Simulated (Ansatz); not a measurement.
**TiO2: pressure series**

The reference is TiO2 in the rutile structure (space group P4_2/mnm, No. 136).

```
CELL_PARAMETERS angstrom
      4.64344     0.00000     0.00000
      0.00000     4.64344     0.00000
      0.00000     0.00000     2.96380
ATOMIC_POSITIONS crystal
  Ti 0.00000 0.00000 0.00000
  Ti 0.50000 0.50000 0.50000
  O  0.30513 0.30513 0.00000
  O  0.80513 0.19487 0.50000
  O  0.19487 0.80513 0.50000
  O  0.69487 0.69487 0.00000
```

Cell and atoms are relaxed at each pressure.

Computed with PBE (Ansatz, a program for electronic structure), no spin-orbit coupling.

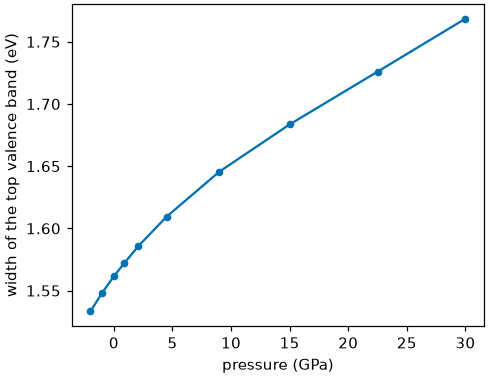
*Width of the top valence band against pressure*

### Question
From the plot, what is the width of the top valence band for pressure −2 GPa?

### Answer
About 1.53 eV.

### Question
Is the trend monotonic over the range shown?

### Answer
Yes, it rises throughout, spanning 1.53 eV to 1.77 eV.

The levels and masses belong to the bands next to the band gap. Load acts through the strain it causes; cell and atoms are relaxed under it. Whether these cells are dynamically stable was not tested. No other phases were tried under pressure. The final runs are not spin-polarised.
